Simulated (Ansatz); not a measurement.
# SnO2 (Cassiterite): the G0W0 gap against the k mesh

Aim: the G0W0 gap of SnO2 (Cassiterite) on a series of meshes, at fixed bands and cutoff.

Method: G0W0 on PBE, plane waves, PAW, in Ansatz 0.2.0.

### Step 1. The starting structure

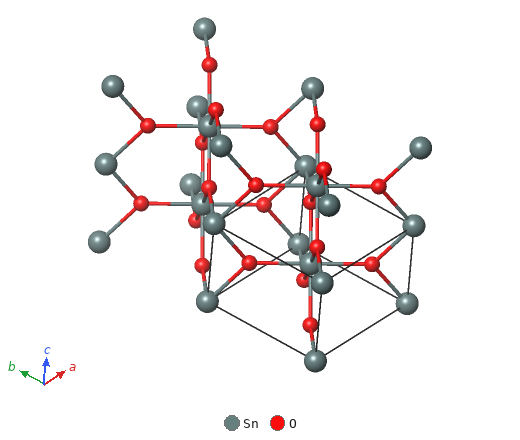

The cell as given, from a free direction (tin teal, oxygen red). 1×2×2 cells are drawn. Some periodic images of atoms are drawn too.

The cell and positions come from the Crystallography Open Database and are kept as given unless a step says otherwise. The default PAW set here is soft_2. Its files were made with PBE.

### Step 2. The 2×2×2 mesh

G0W0 replaces the xc potential by the self-energy, built once from these orbitals. Only a window of levels is corrected, while the sums run over the empty bands that the input names.

Input file input.yaml:

```yaml
crystal:
  lattice:
    - [4.738, 0.0, 0.0]
    - [0.0, 4.738, 0.0]
    - [0.0, 0.0, 3.1865]
  atoms:
    - { symbol: Sn, position: [0.0, 0.0, 0.0] }
    - { symbol: Sn, position: [0.5, 0.5, 0.5] }
    - { symbol: O, position: [0.3071, 0.3071, 0.0] }
    - { symbol: O, position: [0.1929, 0.8071, 0.5] }
    - { symbol: O, position: [0.6929, 0.6929, 0.0] }
    - { symbol: O, position: [0.8071, 0.1929, 0.5] }
kpoints:
  mp_grid: { grid: [2, 2, 2] }
hamiltonian:
  xc: pbe
scf:
  occupations: { method: fixed }
gw:
  n_empty_bands: 162
  ecut_chi: 100
  qp_bands: [v2, c2]
  qp_kpoints: band_edges
  screening: { model: contour_deformation }
```

Command:

```
ansatz run input.yaml --threads 3 --pin off --max-ram 92160MiB --backend cuda --events-out ev --progress --plain --runs-dir out --devices 1 --max-vram 13GiB  # rebuilt from the run's record
```

Numbers of over 12 decimals in the logs are rounded to 6 here.

Output:

```text
GPUs: using 1 of 1 available (devices: 1).
Engine: ansatz 0.2.0, x86_64-unknown-linux-gnu
Pseudopotentials: kind: paw
Pseudopotential: Sn, paw, valence charge 14, recommended cutoff 420 eV (normal), Sn.paw.azcp
Pseudopotential: O, paw, valence charge 6, recommended cutoff 420 eV (normal), O.paw.azcp
Functional definition: PBE
  parameter kappa = 0.804
  parameter beta = 0.066725
  exchange = pbe_x(kappa = kappa, mu = beta*pi^2/3)
  correlation = pbe_c(beta = beta)
device memory: the entry about to start is reckoned to put 1.1 GiB on a device that reports 68.4 GiB free (of which the cap on the GPU budget leaves the run 13.0 GiB)
GPU FFT provider: cuFFT
GPU libraries: cuBLAS 13.8.2, cuFFT 12.4.0, cuSOLVER 12.3.4
Crystal: 6 atoms, lattice volume = 71.533 Å³
Basis set: ecut = 420 eV, 1411 PW (Γ)
Bands: 32, of which v1, the nominal top of the filled ones, is band 26 counted from 1 (25 counted from 0)
Symmetry: 16 space group operations
Space group: P42/mnm (ITA 136), of the structure as read, at distance tolerance 4.2e-5 Å
k-points: 6 of 8
Non-local potential: Sn, projectors of the file, l = 0: 2, l = 1: 2, l = 2: 2, l = 3: 2
Non-local potential: O, projectors of the file, l = 0: 2, l = 1: 2, l = 2: 1
PAW form: soft (Blöchl's): semilocal exchange-correlation on the pseudo side does not see the compensation charge
PAW one-centre angular grid: Sn, 590 points (default); XC on 64 Gauss nodes
PAW one-centre angular grid: O, 110 points (default); XC on 64 Gauss nodes
Initial density: superposition of atomic densities (neutral atoms: chi_scale 0, normalization atom), corrected by the library's trained network
Initial wavefunctions: pseudopotential atomic-orbital guess
GPU buffer pool allocated for 24576 grid points (all kernels)
GPU transforms: local potential and band sums: pruned to the plane-wave sphere, on 32×32×24
Functional: x = pbe(κ = 0.804, μ = 0.219515), c = pbe(β = 0.066725)
SCF iter   1: F=—  HF=-14317.296310 eV  |F-HF|=—  |Δ(HF+E_count)|=         —  Δρ=7.63e-3  dr2=1.95e-2  ethr=1.77e-3  ⟨swp⟩=4.3  Hψ=718  notcnv=0  defer=22
preconditioner: auto → Resta (q_TF=auto, 2.587 Å⁻¹)  ε∞=3.6  [insulator: Δε(μ)=1.283 eV  Ē_g=19.729 eV  n_scr=18 (ndim 8)  ℏωp=31.7 eV  f_vac=0.027  ε∞_Penn≈3.6]
SCF iter   2: F=—  HF=-14317.293066 eV  |F-HF|=—  |Δ(HF+E_count)|=   3.24e-3  Δρ=3.49e-3  dr2=2.40e-3  ethr=3.76e-5  ⟨swp⟩=2.0  Hψ=340  notcnv=0  defer=24
SCF iter   3: F=—  HF=-14317.293156 eV  |F-HF|=—  |Δ(HF+E_count)|=   9.08e-5  Δρ=1.30e-3  dr2=4.77e-4  ethr=4.62e-6  ⟨swp⟩=2.0  Hψ=192  notcnv=0  defer=24
SCF iter   4: F=—  HF=-14317.293261 eV  |F-HF|=—  |Δ(HF+E_count)|=   1.04e-4  Δρ=1.73e-4  dr2=1.47e-5  ethr=9.16e-7  ⟨swp⟩=2.3  Hψ=263  notcnv=0  defer=24
SCF iter   5: F=—  HF=-14317.293275 eV  |F-HF|=—  |Δ(HF+E_count)|=   1.44e-5  Δρ=2.63e-5  dr2=2.20e-7  ethr=2.82e-8  ⟨swp⟩=2.0  Hψ=285  notcnv=0  defer=12
SCF iter   6: F=-14317.293275 eV  HF=-14317.293275 eV  |F-HF|=9.29e-9  |Δ(HF+E_count)|=   2.42e-7  Δρ=4.07e-6  dr2=9.95e-9  ethr=1.92e-10  ⟨swp⟩=9.7  Hψ=746  notcnv=0
SCF 1 converged in 6 iterations: F = -14317.293275 eV  dr2 = 9.95e-9
[...]
device memory: the entry about to start is reckoned to put 1.6 GiB on a device that reports 69.4 GiB free (of which the cap on the GPU budget leaves the run 13.0 GiB)
NSCF: frozen V_eff on 6 k-points
[...]
device memory: the entry about to start is reckoned to put 3.4 GiB on a device that reports 71.3 GiB free (of which the cap on the GPU budget leaves the run 13.0 GiB)
NSCF: frozen V_eff on 6 k-points
G₀W₀ screening: q 1/6
[... further progress lines ...]
SCF converged after 6 iterations
Free energy (F): -14317.293275 eV
Harris-Foulkes:  -14317.293275 eV  (|F-HF|=9.29e-9)
Internal energy: -14317.293275 eV  (E = F + TS)
E sigma→0 (E₀):  -14317.293275 eV
Fermi energy:    9.596058 eV
--- Per-component energies (eV) ---
  E_band       = -112.694770
  E_kinetic    = 1086.313884
  E_local      = -2862.769304  (includes V_loc(G=0)·N_el)
  E_nonlocal   = 135.296768
  E_hartree    = 1492.724980
  E_xc         = -1054.581723
  E_vxc        = -563.634125  (∫ρ·V_xc dr)
  E_paw        = -8931.436175  (= ΣΔE_a)
  E_vpaw       = -893.358651  (= ΣTr[D̂ρ^β])
  E_aug_tail   = 0.010073  (compensation charges beyond the density's cutoff)
  E_ewald      = -4182.851779
  E_smearing   = -0.000000  (= −TS)
  E_closure    = 0.000000  (closes the sum)
  Σ components = -14317.293275   (vs F -14317.293275, Δ=0.00e0)
--- Band table (eV; the first three rows and the last of 6) ---
  k-point 0: bands = [... 22 lower, 8.3922, 8.8190, 8.8190, 9.5961, 10.8336, 15.7230, 15.9229, 15.9229, ... 2 higher]
  k-point 1: bands = [... 22 lower, 7.9297, 7.9297, 8.3287, 8.3287, 15.8167, 15.8167, 19.3509, 19.3509, ... 2 higher]
  k-point 2: bands = [... 22 lower, 8.4353, 8.4353, 8.9580, 8.9580, 14.0184, 14.0184, 16.6656, 16.6656, ... 2 higher]
  k-point 5: bands = [... 22 lower, 8.6271, 8.6271, 8.7563, 8.7563, 14.4984, 14.4984, 18.4466, 18.4466, ... 2 higher]
--- G₀W₀: contour deformation, 7 samples at zero and on the imaginary axis and 1 off it, 8 q-points, 162 empty bands' worth ---
  eigenvalues of the whole cell's RPA ε∞ on this k-mesh (on a slab, of 1 + 4πα/V) = 7.2709, 8.1096, 8.1096; static W/v taken at q = 0 is 0.129825
  gw.qp_kpoints: band_edges: 6 of 6 stored k-points solved, in 1 pass; an edge of the gap read off the rows below is read off those points alone
  `?` marks the rows in doubt; gw_qp.tsv's column doubts and the gw_qp event give each row's grounds
    ik  band        ε_KS         Σx   Σc(E_QP)       V_xc       Z   E_QP_lin       E_QP  E_QP is
     0    25      8.8190   -26.5032     5.2971   -20.7466  0.7265     8.3531     8.3596  root
     0    26      9.5961   -27.1835     5.5792   -21.1215  0.7268     9.1061     9.1133  root
     0    27     10.8336   -13.8513    -4.0609   -18.5920  0.7851    11.5263    11.5133  root
     0    28     15.7230   -11.7836    -5.0534   -17.7933  0.7647    16.7142    16.6793  root
     1    25      8.3287   -26.3097     5.7545   -19.8959  0.7186     7.6544     7.6695  root
     1    26      8.3287   -26.3097     5.7545   -19.8959  0.7186     7.6544     7.6695  root
     1    27     15.8167   -14.8077    -4.7178   -20.7783  0.7600    17.1361    17.0696  root ?
     1    28     15.8167   -14.8077    -4.7178   -20.7783  0.7600    17.1361    17.0696  root ?
     2    25      8.9580   -26.5767     5.3671   -20.7090  0.7267     8.4496     8.4575  root
     2    26      8.9580   -26.5767     5.3671   -20.7090  0.7267     8.4496     8.4575  root
     2    27     14.0184   -14.5637    -4.2310   -19.7572  0.7651    15.0115    14.9809  root
     2    28     14.0184   -14.5637    -4.2310   -19.7572  0.7651    15.0115    14.9809  root
     3    25      8.9063   -27.2786     4.8241   -22.0820  0.7356     8.5299     8.5339  root
     3    26      8.9063   -27.2786     4.8241   -22.0820  0.7356     8.5299     8.5339  root
     3    27     16.0929   -14.9067    -4.7873   -20.9641  0.7569    17.4305    17.3630  root ?
     3    28     16.0929   -14.9067    -4.7873   -20.9641  0.7569    17.4305    17.3630  root ?
     4    25      8.6899   -26.5706     5.6805   -20.2784  0.7220     8.0654     8.0782  root
     4    26      8.6899   -26.5706     5.6805   -20.2784  0.7220     8.0654     8.0782  root
     4    27     14.4095   -14.3957    -4.5336   -19.9644  0.7653    15.4852    15.4447  root
     4    28     14.4095   -14.3957    -4.5336   -19.9644  0.7653    15.4852    15.4447  root
     5    25      8.7563   -26.6400     5.7570   -20.2799  0.7214     8.1409     8.1532  root
     5    26      8.7563   -26.6400     5.7570   -20.2799  0.7214     8.1409     8.1532  root
     5    27     14.4984   -13.2467    -4.4711   -18.6918  0.7782    15.5051    15.4724  root
     5    28     14.4984   -13.2467    -4.4711   -18.6918  0.7782    15.5051    15.4724  root
```

Wall time 11 s (1 × NVIDIA H100 80GB HBM3 (shared by 6 runs) with 3 threads of AMD EPYC 7R13 (Zen 3), shared host); peak memory 1.1 GiB.

Reading the cycles: dr2 is the Hartree energy of the density residual (eV), the measure of convergence; HF is the Harris–Foulkes estimate of the energy, which meets the free energy F at convergence.

This step gave:

| Item | Value |
| --- | --- |
| bands summed | 188 |
| RPA ε∞ on this mesh (eigenvalues) | 7.271, 8.110, 8.110 |
| plane waves in the screening matrix | 161 |
| q-points in the mesh | 8 |
| G0W0 gap on the mesh | 2.400 eV |
| k of the valence top | 0, 0, 0 |
| k of the conduction bottom | 0, 0, 0 |
| starting gap on the mesh | 1.238 eV |
| Z at the valence top | 0.7268 |
| Z at the conduction bottom | 0.7851 |
| least direct G0W0 gap on the computed points | 2.400 eV |

The gap on the mesh goes from 1.24 eV to 2.40 eV, a correction of +1.16 eV. Between the two edge states, bare exchange in place of the xc potential would open the gap by 10.80 eV, and correlation takes back 9.64 eV.

### Step 3. The 2×2×4 mesh

Only the mesh changes. It samples the long-range screening, which converges on its own terms.

input.yaml: that of step 2 with these lines changed.

```diff
@@ -13,3 +13,3 @@
 kpoints:
-  mp_grid: { grid: [2, 2, 2] }
+  mp_grid: { grid: [2, 2, 4] }
 hamiltonian:
```

Output:

```text
GPUs: using 1 of 1 available (devices: 1).
[...]
GPU FFT provider: cuFFT
GPU libraries: cuBLAS 13.8.2, cuFFT 12.4.0, cuSOLVER 12.3.4
Crystal: 6 atoms, lattice volume = 71.533 Å³
Basis set: ecut = 420 eV, 1411 PW (Γ)
Bands: 32, of which v1, the nominal top of the filled ones, is band 26 counted from 1 (25 counted from 0)
Symmetry: 16 space group operations
[...]
k-points: 9 of 16
[...]
GPU buffer pool allocated for 24576 grid points (all kernels)
[...]
SCF iter   1: F=—  HF=-14317.801010 eV  |F-HF|=—  |Δ(HF+E_count)|=         —  Δρ=1.15e-3  dr2=2.76e-4  ethr=1.77e-3  ⟨swp⟩=4.0  Hψ=1115  notcnv=0  defer=36
[...]
SCF iter   6: F=-14317.802751 eV  HF=-14317.802751 eV  |F-HF|=6.32e-9  |Δ(HF+E_count)|=   1.86e-7  Δρ=4.06e-6  dr2=6.14e-9  ethr=1.92e-10  ⟨swp⟩=8.1  Hψ=998  notcnv=0
SCF 1 converged in 6 iterations: F = -14317.802751 eV  dr2 = 6.14e-9
[...]
0    25      8.7623   -26.6047     5.2736   -20.7677  0.7316     8.1885     8.1989  root
     0    26      9.5367   -27.2561     5.5296   -21.1426  0.7324     8.9418     8.9529  root
     0    27     10.8111   -14.1189    -3.7190   -18.5821  0.7952    11.5716    11.5552  root
     0    28     15.6970   -12.1122    -4.6800   -17.8320  0.7797    16.7805    16.7368  root
     2    25      8.2779   -26.3341     5.6611   -19.9242  0.7256     7.5080     7.5291  root
     2    26      8.2779   -26.3341     5.6611   -19.9242  0.7256     7.5080     7.5291  root
     2    27     15.7727   -14.6979    -4.7119   -20.7651  0.7649    17.2078    17.1280  root
     2    28     15.7727   -14.6979    -4.7119   -20.7651  0.7649    17.2078    17.1280  root
[...]
8    25      8.7015   -26.6823     5.6841   -20.3042  0.7269     7.9906     8.0076  root
     8    26      8.7015   -26.6823     5.6841   -20.3042  0.7269     7.9906     8.0076  root
     8    27     14.4696   -13.2246    -4.3840   -18.6862  0.7850    15.5932    15.5473  root
     8    28     14.4696   -13.2246    -4.3840   -18.6862  0.7850    15.5932    15.5473  root
[key lines of the parts left out:]
SCF converged after 6 iterations
Free energy (F): -14317.802751 eV
Fermi energy:    9.536683 eV
```

The job ended after 16 s (1 × NVIDIA H100 80GB HBM3 (shared by 6 runs) with 3 threads; peak memory 1.1 GiB; 6 s of CPU time).

This step gave:

```
bands summed                                 : 188
RPA ε∞ on this mesh (eigenvalues)            : 5.229, 5.840, 5.840
plane waves in the screening matrix          : 161
q-points in the mesh                         : 16
G0W0 gap on the mesh                         : 2.602 eV
k of the valence top                         : 0, 0, 0
k of the conduction bottom                   : 0, 0, 0
starting gap on the mesh                     : 1.274 eV
Z at the valence top                         : 0.7324
Z at the conduction bottom                   : 0.7952
least direct G0W0 gap on the computed points : 2.602 eV
```

Against the run with 2×2×2 mesh, 162 empty bands, screening to 100 eV, the gap moves by +0.20 eV, while the start moved by +0.04 eV.

### Step 4. The 4×4×4 mesh

input.yaml: that of step 3 with these lines changed.

```diff
@@ -13,3 +13,3 @@
 kpoints:
-  mp_grid: { grid: [2, 2, 4] }
+  mp_grid: { grid: [4, 4, 4] }
 hamiltonian:
```

Output:

```text
GPUs: using 1 of 1 available (devices: 1).
[...]
GPU FFT provider: cuFFT
GPU libraries: cuBLAS 13.8.2, cuFFT 12.4.0, cuSOLVER 12.3.4
Crystal: 6 atoms, lattice volume = 71.533 Å³
Basis set: ecut = 420 eV, 1411 PW (Γ)
Bands: 32, of which v1, the nominal top of the filled ones, is band 26 counted from 1 (25 counted from 0)
Symmetry: 16 space group operations
[...]
k-points: 18 of 64
[...]
2    28     15.7701   -14.7508    -4.5087   -20.7659  0.7878    17.3187    17.2765  root
[...]
17    25      8.6943   -26.6246     5.5471   -20.3046  0.7461     7.9088     7.9215  root
    17    26      8.6943   -26.6246     5.5471   -20.3046  0.7461     7.9088     7.9215  root
    17    27     14.4679   -13.3307    -4.1517   -18.6872  0.8118    15.7000    15.6728  root
    17    28     14.4679   -13.3307    -4.1517   -18.6872  0.8118    15.7000    15.6728  root
[key lines of the parts left out:]
SCF converged after 6 iterations
Free energy (F): -14317.829556 eV
Fermi energy:    9.528859 eV
```

It took 11 s on 1 × NVIDIA H100 80GB HBM3 (shared by 6 runs) with 3 threads; peak memory 1.2 GiB.

This step gave:

* bands summed: 188
* RPA ε∞ on this mesh (eigenvalues): 4.508, 4.508, 4.758
* plane waves in the screening matrix: 161
* G0W0 gap on the mesh: 2.747 eV
* k of the valence top: 0, 0, 0
* k of the conduction bottom: 0, 0, 0
* starting gap on the mesh: 1.281 eV
* least direct G0W0 gap on the computed points: 2.747 eV

Against the run with 2×2×4 mesh, 162 empty bands, screening to 100 eV, the gap moves by +0.14 eV.

### Step 5. The 4×4×6 mesh

input.yaml: that of step 4 with these lines changed.

```diff
@@ -13,3 +13,3 @@
 kpoints:
-  mp_grid: { grid: [4, 4, 4] }
+  mp_grid: { grid: [4, 4, 6] }
 hamiltonian:
```

Output:

```text
GPUs: using 1 of 1 available (devices: 1).
[...]
GPU FFT provider: cuFFT
GPU libraries: cuBLAS 13.8.2, cuFFT 12.4.0, cuSOLVER 12.3.4
Crystal: 6 atoms, lattice volume = 71.533 Å³
Basis set: ecut = 420 eV, 1411 PW (Γ)
Bands: 32, of which v1, the nominal top of the filled ones, is band 26 counted from 1 (25 counted from 0)
Symmetry: 16 space group operations
[...]
k-points: 24 of 96
[...]
17    28     14.6026   -14.7886    -4.0482   -20.1262  0.7989    15.9263    15.8919  root ?
    23    25      8.6927   -26.6276     5.5413   -20.3055  0.7474     7.8996     7.9120  root
    23    26      8.6927   -26.6276     5.5413   -20.3055  0.7474     7.8996     7.9120  root
    23    27     14.4669   -13.3304    -4.1415   -18.6870  0.8130    15.7079    15.6820  root
    23    28     14.4669   -13.3304    -4.1415   -18.6870  0.8130    15.7079    15.6820  root
[key lines of the parts left out:]
SCF converged after 6 iterations
Free energy (F): -14317.838248 eV
Fermi energy:    9.527099 eV
```

It took 15 s on 1 × NVIDIA H100 80GB HBM3 (shared by 6 runs) with 3 threads; peak memory 1.3 GiB.

Numbers from this step:

| Item | Value |
| --- | --- |
| bands summed | 188 |
| RPA ε∞ on this mesh (eigenvalues) | 4.380, 4.380, 4.577 |
| plane waves in the screening matrix | 161 |
| G0W0 gap on the mesh | 2.760 eV |
| k of the valence top | 0, 0, 0 |
| k of the conduction bottom | 0, 0, 0 |
| starting gap on the mesh | 1.282 eV |
| least direct G0W0 gap on the computed points | 2.760 eV |

Against the run with 4×4×4 mesh, 162 empty bands, screening to 100 eV, the gap moves by +0.013 eV.

### Step 6. The 6×6×8 mesh

input.yaml: that of step 5 with these lines changed.

```diff
@@ -13,3 +13,3 @@
 kpoints:
-  mp_grid: { grid: [4, 4, 6] }
+  mp_grid: { grid: [6, 6, 8] }
 hamiltonian:
```

Output:

```text
GPUs: using 1 of 1 available (devices: 1).
[...]
GPU FFT provider: cuFFT
GPU libraries: cuBLAS 13.8.2, cuFFT 12.4.0, cuSOLVER 12.3.4
Crystal: 6 atoms, lattice volume = 71.533 Å³
Basis set: ecut = 420 eV, 1411 PW (Γ)
Bands: 32, of which v1, the nominal top of the filled ones, is band 26 counted from 1 (25 counted from 0)
Symmetry: 16 space group operations
[...]
k-points: 50 of 288
[...]
1    28     16.0127   -12.7488    -4.5863   -18.6406  0.7995    17.3480    17.3181  root
[...]
49    25      8.6922   -26.6217     5.5302   -20.3056  0.7488     7.8948     7.9064  root
    49    26      8.6922   -26.6217     5.5302   -20.3056  0.7488     7.8948     7.9064  root
    49    27     14.4668   -13.3442    -4.1134   -18.6870  0.8155    15.7151    15.6962  root
    49    28     14.4668   -13.3442    -4.1134   -18.6870  0.8155    15.7151    15.6962  root
[key lines of the parts left out:]
SCF converged after 6 iterations
Free energy (F): -14317.839578 eV
Fermi energy:    9.526633 eV
```

It took 71 s on 1 × NVIDIA H100 80GB HBM3 (shared by 6 runs) with 3 threads; peak memory 1.6 GiB.

This step gave:

```
bands summed                                 : 188
RPA ε∞ on this mesh (eigenvalues)            : 4.250, 4.250, 4.528
plane waves in the screening matrix          : 161
G0W0 gap on the mesh                         : 2.760 eV
k of the valence top                         : 0, 0, 0
k of the conduction bottom                   : 0, 0, 0
starting gap on the mesh                     : 1.282 eV
least direct G0W0 gap on the computed points : 2.760 eV
```

Against the run with 4×4×6 mesh, 162 empty bands, screening to 100 eV, the gap moves by +0.0001 eV.

### Step 7. The meshes together

Times are wall times on 1 × NVIDIA H100 80GB HBM3 (shared by 6 runs) with 3 threads of AMD EPYC 7R13 (Zen 3), shared host, good to a factor of about two.

```
 mesh  points  irreducible  start (eV)  G0W0 (eV)  shift (eV)  RPA ε∞ (mean)  time
2×2×2       8            6       1.238      2.400      +1.162           7.83  11 s
2×2×4      16            9       1.274      2.602      +1.328           5.64  16 s
4×4×4      64           18       1.281      2.747      +1.466           4.59  11 s
4×4×6      96           24       1.282      2.760      +1.478           4.45  15 s
6×6×8     288           50       1.282      2.760      +1.478           4.34  71 s
```

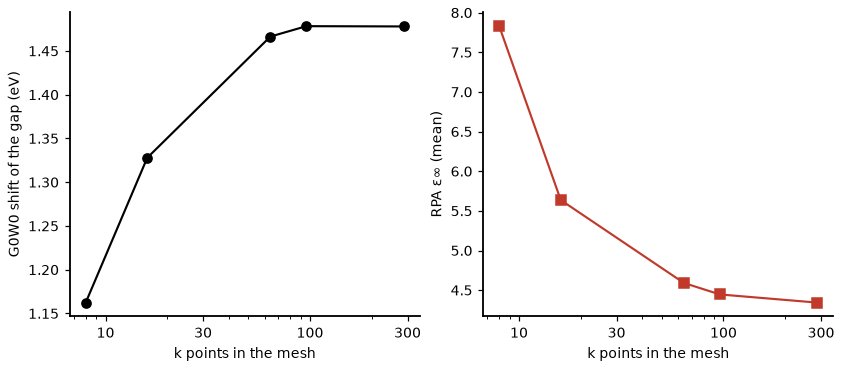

Shift and screening against the mesh.

### Step 8. Summary of results

```json
{
  "2×2×2": "2.400 eV (shift +1.162)",
  "2×2×4": "2.602 eV (shift +1.328)",
  "4×4×4": "2.747 eV (shift +1.466)",
  "4×4×6": "2.760 eV (shift +1.478)",
  "6×6×8": "2.760 eV (shift +1.478)",
  "settings": "PBE start, 162 empty bands, 100 eV"
}
```

**Reading.** The shift is +1.16 eV on 2×2×2 and +1.48 eV on 6×6×8; the last step moves it by −0.0003 eV. The RPA ε∞ (mean) ranges from 4.34 to 7.83 and ends at 4.34; the coarsest mesh overstates it. From 8 to 288 points the time grows 6.6-fold. Bands and cutoff are modest here, so the values stand off the basis limit. The many-body steps are scalar-relativistic: spin-orbit coupling is not in them.

[Paths, hosts, dates, memory and timing lines, banners, echoed tables and standing remarks are left out of the program output.]

[Logs are printed without paths, hosts, clocks, repeated set-up lines and the standing remarks that a program may print on its own settings, such as how far it seeks lower states.]

[Runs of the session that timed out or met a known fault of the program may be left out.]

[Cells called generated may have been cut or substituted from an entry of the Crystallography Open Database or the Materials Project.]

[Hosts, paths, dates, database ids (printed as entryN), source tags and the programs' standing remarks are cut or masked in the printed files.]
